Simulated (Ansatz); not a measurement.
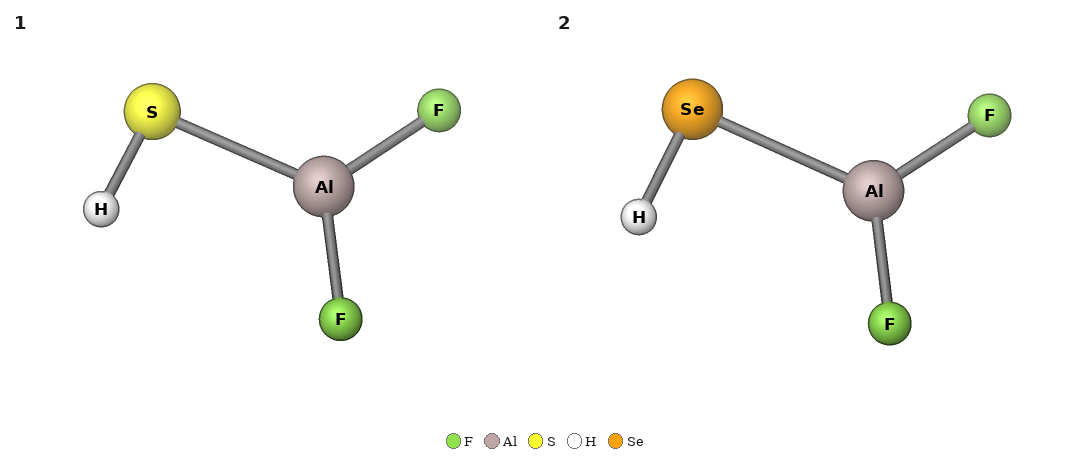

2 molecules with one skeleton, seen from the same side and at one scale. Each species is neutral and a spin singlet. Computed geometries: PBE0-D4/def2-TZVP optimisations, one conformation each. Properties computed with Ansatz 0.2.0.

One atom differs, called X below: S in panel 1, Se in panel 2. Their formulas are AlF2HS (`[F][Al]([F])[SH]`), AlF2HSe (`[F][Al]([F])[SeH]`).

Question: In which is the length of X–H larger (PBE0-D4/def2-TZVP)?

Answer: In panel 2 (X = Se).

Question: In which is the harmonic zero-point energy higher (PBE0-D4/def2-TZVP)?

Answer: In panel 1 (X = S).

Give the values. With PBE0-D4/def2-TZVP: length of X–Al (Å), length of X–H (Å), angle Al–X–H (°), harmonic zero-point energy (kJ/mol). With revPBE-D4/def2-TZVPP: HOMO energy (Kohn–Sham orbital) (eV), HOMO–LUMO gap (eV). With r2SCAN-D4/def2-TZVPP: dipole moment (D).

```tsv
quantity	1 (S)	2 (Se)	2 − 1
length of X–Al (Å)	2.153	2.285	+0.132
length of X–H (Å)	1.346	1.470	+0.124
angle Al–X–H (°)	91.6	89.8	−1.8
HOMO energy (Kohn–Sham orbital) (eV)	−7.05	−6.69	+0.36
HOMO–LUMO gap (eV)	5.25	4.82	−0.43
dipole moment (D)	1.29	1.32	+0.03
harmonic zero-point energy (kJ/mol)	39.0	35.8	−3.2
```
